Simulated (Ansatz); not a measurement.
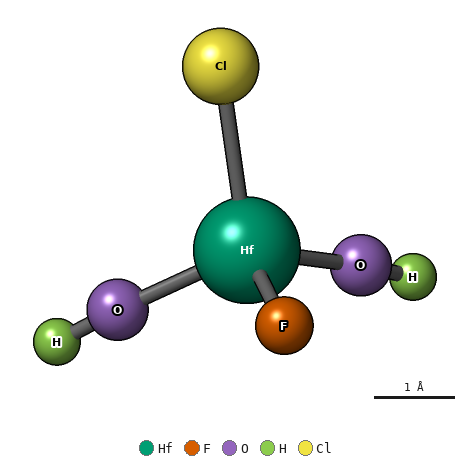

The input geometry (ball-and-stick view, seen at a tilt). Sticks mark near contacts. Bond lengths as drawn: Cl–Hf 2.37 Å, F–Hf 1.91 Å, Hf–O 1.91 Å and H–O 0.96 Å.

**Molecular dynamics of HfH2ClO2F (part 1 of 3)**

- system: HfH2ClO2F
- method: RKS PBE0/def2-SVP (Ansatz 0.2.0)

It belongs to a series of runs on one base structure; here: dynamics from the start.

### The program's output
```
Engine: ansatz 0.2.0, aarch64-unknown-linux-gnu
Functional definition: PBE0
  parameter a = 0.25
  parameter kappa = 0.804
  parameter beta = 0.06672455060314922
  exchange = (1 - a)*pbe_x(kappa = kappa, mu = beta*pi^2/3) + a*exact_x
  correlation = pbe_c(beta = beta)
1037 factors; integrals over basis functions are off by at most 4.0e-4 eV
mean field evaluation 1: about -20649.6653 eV, gradient 7.9e1 eV
mean field evaluation 2: about -20608.8519 eV, gradient 1.7e2 eV
mean field evaluation 4: about -20660.3599 eV, gradient 5.2e0 eV
mean field evaluation 8: about -20660.4558 eV, gradient 4.6e-1 eV
mean field evaluation 16: about -20660.4563 eV, gradient 3.5e-5 eV
mean field -20660.45626262 eV, -759.2577634911 hartree, gradient 3.4e-5 eV, S^2 0.000000; 0 other end points of the search recorded, 0 dependent functions left out
the calculation of the forces begins
reference -20660.45631929 eV, -759.2577655735 hartree; 28, 28 occupied and 74, 74 virtual orbitals, 1037 factors
md step     0: t =     0.00 fs  T =   300.0 K  F+E_penalty+E_count = -20660.45626262 eV  E_kin = 0.193890 eV  conserved = -20660.26237262 eV  (28 SCF iters)
these checks for a lower state are left out or cut short: starts, cluster_reference, orbital_swaps, neighbouring_geometries, increment
1037 factors; integrals over basis functions are off by at most 4.0e-4 eV
mean field -20660.45558663 eV, -759.2577386488 hartree, gradient 1.3e-5 eV, S^2 0.000000; 0 other end points of the search recorded, 0 dependent functions left out
the calculation of the forces begins
reference -20660.45564327 eV, -759.2577407305 hartree; 28, 28 occupied and 74, 74 virtual orbitals, 1037 factors
md step     1: t =     0.50 fs  T =   299.0 K  F+E_penalty+E_count = -20660.45558663 eV  E_kin = 0.193217 eV  conserved = -20660.26236945 eV  (32 SCF iters)
[... from here on the SCF iterations and repeated set-up lines of each step are left out, up to the last step ...]
md step     2: t =     1.00 fs  T =   296.0 K  F+E_penalty+E_count = -20660.45364544 eV  E_kin = 0.191293 eV  conserved = -20660.26235285 eV  (32 SCF iters)
md step     3: t =     1.50 fs  T =   291.5 K  F+E_penalty+E_count = -20660.45071597 eV  E_kin = 0.188388 eV  conserved = -20660.26232804 eV  (32 SCF iters)
md step     4: t =     2.00 fs  T =   286.1 K  F+E_penalty+E_count = -20660.44720332 eV  E_kin = 0.184901 eV  conserved = -20660.26230190 eV  (32 SCF iters)
md step     5: t =     2.50 fs  T =   280.4 K  F+E_penalty+E_count = -20660.44353165 eV  E_kin = 0.181251 eV  conserved = -20660.26228084 eV  (31 SCF iters)
md step     6: t =     3.00 fs  T =   275.1 K  F+E_penalty+E_count = -20660.44003944 eV  E_kin = 0.177769 eV  conserved = -20660.26227008 eV  (32 SCF iters)
md step     7: t =     3.50 fs  T =   270.2 K  F+E_penalty+E_count = -20660.43690104 eV  E_kin = 0.174630 eV  conserved = -20660.26227148 eV  (32 SCF iters)
md step     8: t =     4.00 fs  T =   265.8 K  F+E_penalty+E_count = -20660.43409448 eV  E_kin = 0.171810 eV  conserved = -20660.26228409 eV  (32 SCF iters)
md step     9: t =     4.50 fs  T =   261.7 K  F+E_penalty+E_count = -20660.43141793 eV  E_kin = 0.169114 eV  conserved = -20660.26230369 eV  (32 SCF iters)
md step    10: t =     5.00 fs  T =   257.2 K  F+E_penalty+E_count = -20660.42855443 eV  E_kin = 0.166230 eV  conserved = -20660.26232426 eV  (32 SCF iters)
md step    11: t =     5.50 fs  T =   251.9 K  F+E_penalty+E_count = -20660.42516942 eV  E_kin = 0.162831 eV  conserved = -20660.26233888 eV  (32 SCF iters)
md step    12: t =     6.00 fs  T =   245.5 K  F+E_penalty+E_count = -20660.42102085 eV  E_kin = 0.158679 eV  conserved = -20660.26234166 eV  (32 SCF iters)
md step    13: t =     6.50 fs  T =   237.8 K  F+E_penalty+E_count = -20660.41605202 eV  E_kin = 0.153722 eV  conserved = -20660.26232969 eV  (32 SCF iters)
md step    14: t =     7.00 fs  T =   229.2 K  F+E_penalty+E_count = -20660.41043695 eV  E_kin = 0.148132 eV  conserved = -20660.26230445 eV  (32 SCF iters)
md step    15: t =     7.50 fs  T =   220.2 K  F+E_penalty+E_count = -20660.40455636 eV  E_kin = 0.142284 eV  conserved = -20660.26227211 eV  (32 SCF iters)
md step    16: t =     8.00 fs  T =   211.5 K  F+E_penalty+E_count = -20660.39890237 eV  E_kin = 0.136661 eV  conserved = -20660.26224184 eV  (32 SCF iters)
md step    17: t =     8.50 fs  T =   203.8 K  F+E_penalty+E_count = -20660.39393695 eV  E_kin = 0.131714 eV  conserved = -20660.26222274 eV  (28 SCF iters)
md step    18: t =     9.00 fs  T =   197.6 K  F+E_penalty+E_count = -20660.38995239 eV  E_kin = 0.127732 eV  conserved = -20660.26222035 eV  (32 SCF iters)
md step    19: t =     9.50 fs  T =   193.0 K  F+E_penalty+E_count = -20660.38698650 eV  E_kin = 0.124752 eV  conserved = -20660.26223439 eV  (32 SCF iters)
md step    20: t =    10.00 fs  T =   189.6 K  F+E_penalty+E_count = -20660.38482700 eV  E_kin = 0.122568 eV  conserved = -20660.26225888 eV  (32 SCF iters)
md step    21: t =    10.50 fs  T =   186.9 K  F+E_penalty+E_count = -20660.38310288 eV  E_kin = 0.120818 eV  conserved = -20660.26228460 eV  (32 SCF iters)
md step    22: t =    11.00 fs  T =   184.3 K  F+E_penalty+E_count = -20660.38142572 eV  E_kin = 0.119123 eV  conserved = -20660.26230266 eV  (32 SCF iters)
md step    23: t =    11.50 fs  T =   181.4 K  F+E_penalty+E_count = -20660.37952675 eV  E_kin = 0.117219 eV  conserved = -20660.26230755 eV  (32 SCF iters)
md step    24: t =    12.00 fs  T =   178.0 K  F+E_penalty+E_count = -20660.37734288 eV  E_kin = 0.115044 eV  conserved = -20660.26229843 eV  (32 SCF iters)
md step    25: t =    12.50 fs  T =   174.5 K  F+E_penalty+E_count = -20660.37502960 eV  E_kin = 0.112751 eV  conserved = -20660.26227887 eV  (32 SCF iters)
md step    26: t =    13.00 fs  T =   171.2 K  F+E_penalty+E_count = -20660.37290535 eV  E_kin = 0.110650 eV  conserved = -20660.26225526 eV  (32 SCF iters)
md step    27: t =    13.50 fs  T =   168.8 K  F+E_penalty+E_count = -20660.37135190 eV  E_kin = 0.109117 eV  conserved = -20660.26223460 eV  (32 SCF iters)
md step    28: t =    14.00 fs  T =   167.8 K  F+E_penalty+E_count = -20660.37070286 eV  E_kin = 0.108480 eV  conserved = -20660.26222279 eV  (32 SCF iters)
md step    29: t =    14.50 fs  T =   168.5 K  F+E_penalty+E_count = -20660.37114937 eV  E_kin = 0.108926 eV  conserved = -20660.26222334 eV  (32 SCF iters)
md step    30: t =    15.00 fs  T =   170.9 K  F+E_penalty+E_count = -20660.37268378 eV  E_kin = 0.110447 eV  conserved = -20660.26223672 eV  (32 SCF iters)
md step    31: t =    15.50 fs  T =   174.6 K  F+E_penalty+E_count = -20660.37509211 eV  E_kin = 0.112832 eV  conserved = -20660.26226024 eV  (32 SCF iters)
md step    32: t =    16.00 fs  T =   179.0 K  F+E_penalty+E_count = -20660.37799643 eV  E_kin = 0.115708 eV  conserved = -20660.26228872 eV  (32 SCF iters)
md step    33: t =    16.50 fs  T =   183.5 K  F+E_penalty+E_count = -20660.38093804 eV  E_kin = 0.118623 eV  conserved = -20660.26231545 eV  (32 SCF iters)
md step    34: t =    17.00 fs  T =   187.5 K  F+E_penalty+E_count = -20660.38348452 eV  E_kin = 0.121151 eV  conserved = -20660.26233376 eV  (32 SCF iters)
md step    35: t =    17.50 fs  T =   190.3 K  F+E_penalty+E_count = -20660.38533505 eV  E_kin = 0.122996 eV  conserved = -20660.26233865 eV  (29 SCF iters)
md step    36: t =    18.00 fs  T =   192.0 K  F+E_penalty+E_count = -20660.38639627 eV  E_kin = 0.124067 eV  conserved = -20660.26232939 eV  (32 SCF iters)
md step    37: t =    18.50 fs  T =   192.6 K  F+E_penalty+E_count = -20660.38679915 eV  E_kin = 0.124490 eV  conserved = -20660.26230904 eV  (32 SCF iters)
md step    38: t =    19.00 fs  T =   192.7 K  F+E_penalty+E_count = -20660.38684824 eV  E_kin = 0.124563 eV  conserved = -20660.26228482 eV  (32 SCF iters)
md step    39: t =    19.50 fs  T =   192.9 K  F+E_penalty+E_count = -20660.38690951 eV  E_kin = 0.124644 eV  conserved = -20660.26226568 eV  (32 SCF iters)
md step    40: t =    20.00 fs  T =   193.4 K  F+E_penalty+E_count = -20660.38727229 eV  E_kin = 0.125013 eV  conserved = -20660.26225909 eV  (31 SCF iters)
md step    41: t =    20.50 fs  T =   194.6 K  F+E_penalty+E_count = -20660.38803441 eV  E_kin = 0.125766 eV  conserved = -20660.26226813 eV  (31 SCF iters)
md step    42: t =    21.00 fs  T =   196.1 K  F+E_penalty+E_count = -20660.38905483 eV  E_kin = 0.126765 eV  conserved = -20660.26229022 eV  (32 SCF iters)
md step    43: t =    21.50 fs  T =   197.5 K  F+E_penalty+E_count = -20660.38999296 eV  E_kin = 0.127675 eV  conserved = -20660.26231818 eV  (32 SCF iters)
md step    44: t =    22.00 fs  T =   198.2 K  F+E_penalty+E_count = -20660.39041840 eV  E_kin = 0.128075 eV  conserved = -20660.26234310 eV  (32 SCF iters)
md step    45: t =    22.50 fs  T =   197.4 K  F+E_penalty+E_count = -20660.38994838 eV  E_kin = 0.127591 eV  conserved = -20660.26235752 eV  (32 SCF iters)
md step    46: t =    23.00 fs  T =   195.0 K  F+E_penalty+E_count = -20660.38836339 eV  E_kin = 0.126006 eV  conserved = -20660.26235776 eV  (31 SCF iters)
md step    47: t =    23.50 fs  T =   190.8 K  F+E_penalty+E_count = -20660.38566533 eV  E_kin = 0.123321 eV  conserved = -20660.26234455 eV  (32 SCF iters)
md step    48: t =    24.00 fs  T =   185.3 K  F+E_penalty+E_count = -20660.38206725 eV  E_kin = 0.119745 eV  conserved = -20660.26232242 eV  (32 SCF iters)
md step    49: t =    24.50 fs  T =   178.9 K  F+E_penalty+E_count = -20660.37792525 eV  E_kin = 0.115628 eV  conserved = -20660.26229723 eV  (32 SCF iters)
md step    50: t =    25.00 fs  T =   172.3 K  F+E_penalty+E_count = -20660.37364114 eV  E_kin = 0.111366 eV  conserved = -20660.26227557 eV  (32 SCF iters)
md step    51: t =    25.50 fs  T =   166.0 K  F+E_penalty+E_count = -20660.36956044 eV  E_kin = 0.107298 eV  conserved = -20660.26226241 eV  (32 SCF iters)
md step    52: t =    26.00 fs  T =   160.3 K  F+E_penalty+E_count = -20660.36589286 eV  E_kin = 0.103632 eV  conserved = -20660.26226038 eV  (32 SCF iters)
md step    53: t =    26.50 fs  T =   155.3 K  F+E_penalty+E_count = -20660.36267004 eV  E_kin = 0.100401 eV  conserved = -20660.26226934 eV  (32 SCF iters)
md step    54: t =    27.00 fs  T =   150.8 K  F+E_penalty+E_count = -20660.35974757 eV  E_kin = 0.097461 eV  conserved = -20660.26228629 eV  (29 SCF iters)
md step    55: t =    27.50 fs  T =   146.3 K  F+E_penalty+E_count = -20660.35685116 eV  E_kin = 0.094545 eV  conserved = -20660.26230661 eV  (32 SCF iters)
md step    56: t =    28.00 fs  T =   141.3 K  F+E_penalty+E_count = -20660.35365518 eV  E_kin = 0.091331 eV  conserved = -20660.26232402 eV  (32 SCF iters)
md step    57: t =    28.50 fs  T =   135.5 K  F+E_penalty+E_count = -20660.34988045 eV  E_kin = 0.087548 eV  conserved = -20660.26233272 eV  (32 SCF iters)
md step    58: t =    29.00 fs  T =   128.5 K  F+E_penalty+E_count = -20660.34538592 eV  E_kin = 0.083057 eV  conserved = -20660.26232881 eV  (32 SCF iters)
md step    59: t =    29.50 fs  T =   120.6 K  F+E_penalty+E_count = -20660.34022925 eV  E_kin = 0.077917 eV  conserved = -20660.26231177 eV  (32 SCF iters)
md step    60: t =    30.00 fs  T =   112.0 K  F+E_penalty+E_count = -20660.33467378 eV  E_kin = 0.072389 eV  conserved = -20660.26228519 eV  (32 SCF iters)
md step    61: t =    30.50 fs  T =   103.5 K  F+E_penalty+E_count = -20660.32913202 eV  E_kin = 0.066876 eV  conserved = -20660.26225604 eV  (32 SCF iters)
md step    62: t =    31.00 fs  T =    95.7 K  F+E_penalty+E_count = -20660.32405620 eV  E_kin = 0.061823 eV  conserved = -20660.26223273 eV  (32 SCF iters)
md step    63: t =    31.50 fs  T =    89.1 K  F+E_penalty+E_count = -20660.31980820 eV  E_kin = 0.057586 eV  conserved = -20660.26222209 eV  (32 SCF iters)
md step    64: t =    32.00 fs  T =    84.1 K  F+E_penalty+E_count = -20660.31655378 eV  E_kin = 0.054327 eV  conserved = -20660.26222684 eV  (32 SCF iters)
md step    65: t =    32.50 fs  T =    80.4 K  F+E_penalty+E_count = -20660.31422063 eV  E_kin = 0.051976 eV  conserved = -20660.26224447 eV  (32 SCF iters)
md step    66: t =    33.00 fs  T =    77.8 K  F+E_penalty+E_count = -20660.31253647 eV  E_kin = 0.050268 eV  conserved = -20660.26226834 eV  (32 SCF iters)
md step    67: t =    33.50 fs  T =    75.6 K  F+E_penalty+E_count = -20660.31113176 eV  E_kin = 0.048842 eV  conserved = -20660.26229009 eV  (32 SCF iters)
md step    68: t =    34.00 fs  T =    73.3 K  F+E_penalty+E_count = -20660.30966824 eV  E_kin = 0.047365 eV  conserved = -20660.26230278 eV  (32 SCF iters)
md step    69: t =    34.50 fs  T =    70.6 K  F+E_penalty+E_count = -20660.30794752 eV  E_kin = 0.045645 eV  conserved = -20660.26230289 eV  (32 SCF iters)
md step    70: t =    35.00 fs  T =    67.6 K  F+E_penalty+E_count = -20660.30596733 eV  E_kin = 0.043676 eV  conserved = -20660.26229098 eV  (32 SCF iters)
md step    71: t =    35.50 fs  T =    64.4 K  F+E_penalty+E_count = -20660.30391425 eV  E_kin = 0.041643 eV  conserved = -20660.26227096 eV  (33 SCF iters)
md step    72: t =    36.00 fs  T =    61.7 K  F+E_penalty+E_count = -20660.30210320 eV  E_kin = 0.039855 eV  conserved = -20660.26224864 eV  (33 SCF iters)
md step    73: t =    36.50 fs  T =    59.8 K  F+E_penalty+E_count = -20660.30088641 eV  E_kin = 0.038656 eV  conserved = -20660.26223002 eV  (29 SCF iters)
md step    74: t =    37.00 fs  T =    59.3 K  F+E_penalty+E_count = -20660.30055833 eV  E_kin = 0.038338 eV  conserved = -20660.26221991 eV  (33 SCF iters)
md step    75: t =    37.50 fs  T =    60.4 K  F+E_penalty+E_count = -20660.30127907 eV  E_kin = 0.039058 eV  conserved = -20660.26222096 eV  (33 SCF iters)
md step    76: t =    38.00 fs  T =    63.1 K  F+E_penalty+E_count = -20660.30303193 eV  E_kin = 0.040799 eV  conserved = -20660.26223322 eV  (33 SCF iters)
md step    77: t =    38.50 fs  T =    67.1 K  F+E_penalty+E_count = -20660.30562256 eV  E_kin = 0.043368 eV  conserved = -20660.26225416 eV  (33 SCF iters)
md step    78: t =    39.00 fs  T =    71.9 K  F+E_penalty+E_count = -20660.30871962 eV  E_kin = 0.046440 eV  conserved = -20660.26227913 eV  (33 SCF iters)
md step    79: t =    39.50 fs  T =    76.8 K  F+E_penalty+E_count = -20660.31192935 eV  E_kin = 0.049627 eV  conserved = -20660.26230222 eV  (33 SCF iters)
md step    80: t =    40.00 fs  T =    81.3 K  F+E_penalty+E_count = -20660.31488934 eV  E_kin = 0.052572 eV  conserved = -20660.26231762 eV  (33 SCF iters)
md step    81: t =    40.50 fs  T =    85.2 K  F+E_penalty+E_count = -20660.31736021 eV  E_kin = 0.055039 eV  conserved = -20660.26232115 eV  (33 SCF iters)
md step    82: t =    41.00 fs  T =    88.2 K  F+E_penalty+E_count = -20660.31929013 eV  E_kin = 0.056978 eV  conserved = -20660.26231179 eV  (33 SCF iters)
md step    83: t =    41.50 fs  T =    90.6 K  F+E_penalty+E_count = -20660.32082930 eV  E_kin = 0.058537 eV  conserved = -20660.26229243 eV  (33 SCF iters)
md step    84: t =    42.00 fs  T =    92.9 K  F+E_penalty+E_count = -20660.32228268 eV  E_kin = 0.060013 eV  conserved = -20660.26226962 eV  (33 SCF iters)
md step    85: t =    42.50 fs  T =    95.6 K  F+E_penalty+E_count = -20660.32400751 eV  E_kin = 0.061756 eV  conserved = -20660.26225140 eV  (33 SCF iters)
md step    86: t =    43.00 fs  T =    99.1 K  F+E_penalty+E_count = -20660.32628639 eV  E_kin = 0.064041 eV  conserved = -20660.26224508 eV  (33 SCF iters)
md step    87: t =    43.50 fs  T =   103.6 K  F+E_penalty+E_count = -20660.32921726 eV  E_kin = 0.066964 eV  conserved = -20660.26225376 eV  (32 SCF iters)
md step    88: t =    44.00 fs  T =   108.9 K  F+E_penalty+E_count = -20660.33266412 eV  E_kin = 0.070389 eV  conserved = -20660.26227550 eV  (32 SCF iters)
md step    89: t =    44.50 fs  T =   114.5 K  F+E_penalty+E_count = -20660.33628707 eV  E_kin = 0.073983 eV  conserved = -20660.26230414 eV  (32 SCF iters)
md step    90: t =    45.00 fs  T =   119.6 K  F+E_penalty+E_count = -20660.33964002 eV  E_kin = 0.077309 eV  conserved = -20660.26233089 eV  (32 SCF iters)
md step    91: t =    45.50 fs  T =   123.7 K  F+E_penalty+E_count = -20660.34230195 eV  E_kin = 0.079953 eV  conserved = -20660.26234857 eV  (29 SCF iters)
md step    92: t =    46.00 fs  T =   126.3 K  F+E_penalty+E_count = -20660.34399192 eV  E_kin = 0.081639 eV  conserved = -20660.26235305 eV  (32 SCF iters)
md step    93: t =    46.50 fs  T =   127.3 K  F+E_penalty+E_count = -20660.34463505 eV  E_kin = 0.082291 eV  conserved = -20660.26234436 eV  (32 SCF iters)
md step    94: t =    47.00 fs  T =   126.9 K  F+E_penalty+E_count = -20660.34436392 eV  E_kin = 0.082038 eV  conserved = -20660.26232611 eV  (32 SCF iters)
md step    95: t =    47.50 fs  T =   125.6 K  F+E_penalty+E_count = -20660.34346330 eV  E_kin = 0.081159 eV  conserved = -20660.26230403 eV  (32 SCF iters)
md step    96: t =    48.00 fs  T =   123.8 K  F+E_penalty+E_count = -20660.34228023 eV  E_kin = 0.079996 eV  conserved = -20660.26228431 eV  (32 SCF iters)
md step    97: t =    48.50 fs  T =   122.0 K  F+E_penalty+E_count = -20660.34112640 eV  E_kin = 0.078854 eV  conserved = -20660.26227205 eV  (32 SCF iters)
md step    98: t =    49.00 fs  T =   120.6 K  F+E_penalty+E_count = -20660.34019694 eV  E_kin = 0.077926 eV  conserved = -20660.26227045 eV  (32 SCF iters)
md step    99: t =    49.50 fs  T =   119.5 K  F+E_penalty+E_count = -20660.33952154 eV  E_kin = 0.077242 eV  conserved = -20660.26227948 eV  (32 SCF iters)
md step   100: t =    50.00 fs  T =   118.6 K  F+E_penalty+E_count = -20660.33895988 eV  E_kin = 0.076663 eV  conserved = -20660.26229703 eV  (32 SCF iters)
md step   101: t =    50.50 fs  T =   117.5 K  F+E_penalty+E_count = -20660.33823798 eV  E_kin = 0.075920 eV  conserved = -20660.26231846 eV  (32 SCF iters)
md step   102: t =    51.00 fs  T =   115.6 K  F+E_penalty+E_count = -20660.33702228 eV  E_kin = 0.074684 eV  conserved = -20660.26233796 eV  (32 SCF iters)
md step   103: t =    51.50 fs  T =   112.4 K  F+E_penalty+E_count = -20660.33501390 eV  E_kin = 0.072665 eV  conserved = -20660.26234917 eV  (32 SCF iters)
md step   104: t =    52.00 fs  T =   107.8 K  F+E_penalty+E_count = -20660.33204436 eV  E_kin = 0.069697 eV  conserved = -20660.26234784 eV  (32 SCF iters)
md step   105: t =    52.50 fs  T =   101.8 K  F+E_penalty+E_count = -20660.32814308 eV  E_kin = 0.065810 eV  conserved = -20660.26233276 eV  (32 SCF iters)
md step   106: t =    53.00 fs  T =    94.8 K  F+E_penalty+E_count = -20660.32355448 eV  E_kin = 0.061248 eV  conserved = -20660.26230688 eV  (32 SCF iters)
md step   107: t =    53.50 fs  T =    87.3 K  F+E_penalty+E_count = -20660.31869027 eV  E_kin = 0.056413 eV  conserved = -20660.26227701 eV  (32 SCF iters)
md step   108: t =    54.00 fs  T =    80.1 K  F+E_penalty+E_count = -20660.31402294 eV  E_kin = 0.051771 eV  conserved = -20660.26225159 eV  (32 SCF iters)
md step   109: t =    54.50 fs  T =    73.8 K  F+E_penalty+E_count = -20660.30995224 eV  E_kin = 0.047714 eV  conserved = -20660.26223823 eV  (32 SCF iters)
md step   110: t =    55.00 fs  T =    68.8 K  F+E_penalty+E_count = -20660.30668869 eV  E_kin = 0.044448 eV  conserved = -20660.26224043 eV  (29 SCF iters)
md step   111: t =    55.50 fs  T =    64.9 K  F+E_penalty+E_count = -20660.30419969 eV  E_kin = 0.041943 eV  conserved = -20660.26225627 eV  (32 SCF iters)
md step   112: t =    56.00 fs  T =    61.8 K  F+E_penalty+E_count = -20660.30223918 eV  E_kin = 0.039960 eV  conserved = -20660.26227918 eV  (32 SCF iters)
md step   113: t =    56.50 fs  T =    59.0 K  F+E_penalty+E_count = -20660.30044935 eV  E_kin = 0.038149 eV  conserved = -20660.26230051 eV  (32 SCF iters)
```
